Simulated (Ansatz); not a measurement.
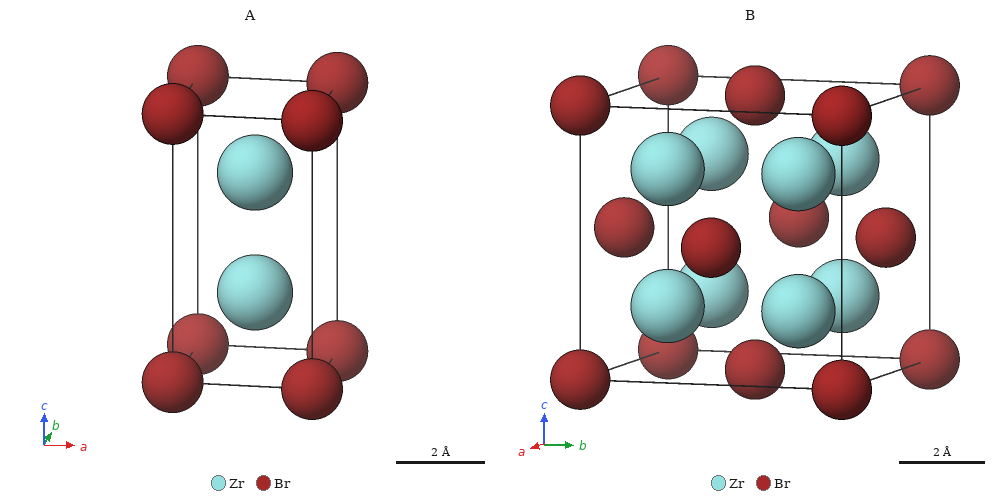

Two structures of Zr₂Br, each relaxed to rest (conventional cells in solid outline, small ones repeated, not to one scale). Method: Ansatz 0.2.0, DFT PBE, scalar-relativistic, plane waves, PAW, without spin polarisation.

Identify the two structures.

Answer. A: 3 atoms a cell on a primitive tetragonal lattice, P4/mmm. B: antifluorite, Fm-3m.

A or B: which is lower in energy?

Answer. A is lower, by 35 meV/atom at this level of theory (energies at zero smearing). Volumes: A 22.6, B 22.8 Å³/atom.

One or both may be structure types tried for this composition rather than known phases.
